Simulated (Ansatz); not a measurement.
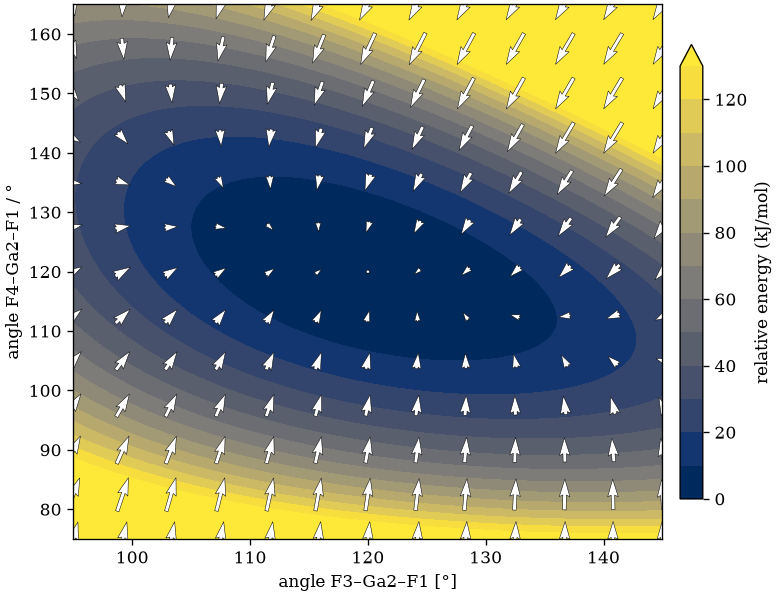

Energy landscape of F₃Ga, SMILES [F][Ga]([F])[F]. First axis: angle F3–Ga2–F1. Second axis: angle F4–Ga2–F1. Nothing is relaxed (all other coordinates rigid). The grid has 13 × 13 points; 153 points were computed and 16 follow by symmetry. All energies are given in kJ/mol relative to the lowest grid point. The calculation used RKS CAM-B3LYP-D4/def2-TZVP (Ansatz 0.2.0).

Drawn: filled contours, arrows along the force (downhill), their lengths compressed, one colour for all values above the top of the scale. Between grid points the surface is interpolated. 

Question: What does the map say about the system?

Answer: The lowest grid point is at angle F3–Ga2–F1 = 120.0°, angle F4–Ga2–F1 = 120.0°. No other kind of well shows on this grid. The highest grid point, angle F3–Ga2–F1 = 145.0°, angle F4–Ga2–F1 = 165.0°, lies 914 kJ/mol above the lowest. Round the minimum the valley is somewhat tilted: raising angle F3–Ga2–F1 shifts the best value of angle F4–Ga2–F1 downwards (coupling k₁₂/√(k₁₁k₂₂) about 0.5).

The whole map (153 points run) took 9.7 min on 1 thread of Intel(R) Xeon(R) Platinum 8488C (Sapphire Rapids), on a shared host.
